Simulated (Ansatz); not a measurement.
```xyz
15

Si   -0.8313   -0.5723   -0.8209
Si    1.2297   -0.0416   -1.7534
F    -1.5413   -1.6776   -1.7486
F    -0.7055   -1.3662    0.5738
O    -1.9603    0.6103   -0.7027
H     0.3707    0.9233    1.5182
O     0.2729    1.2836    0.6149
H     1.1491   -0.5033    3.3277
O     0.3347   -0.1779    2.9382
H     1.4785   -0.8914   -2.9513
H     1.2396    1.3806   -2.1728
H     2.3050   -0.3010   -0.7640
H    -2.7981    0.4019   -1.1227
H    -0.5068    1.8458    0.6256
H    -0.0370   -0.9143    2.4379
```

The reactant side of a reaction path; geometry: PBE0-D4/def2-TZVP.

Theory: RKS PBE0-D4/def2-TZVPP in Ansatz.

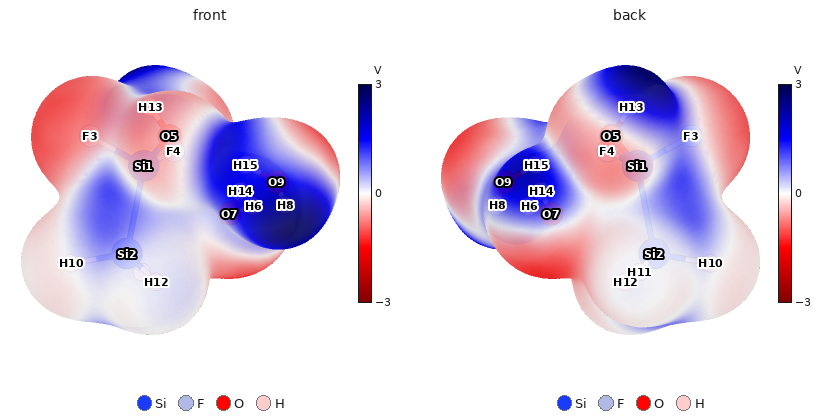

F$_{2}$H$_{4}$OSi$_{2}$···H$_{2}$O···H$_{2}$O. The molecular electrostatic potential painted on the density surface at 0.002 e/bohr³, seen from the front and from behind; red is negative and blue positive.

Q: Where is the surface potential most negative and most positive?

A: The most negative region (about −1.3 V, or −30 kcal/mol for a unit charge) lies over O7, the most positive (about +2.8 V, or +65 kcal/mol for a unit charge) over H8 and H13. O7 is the likeliest acceptor of a hydrogen bond.
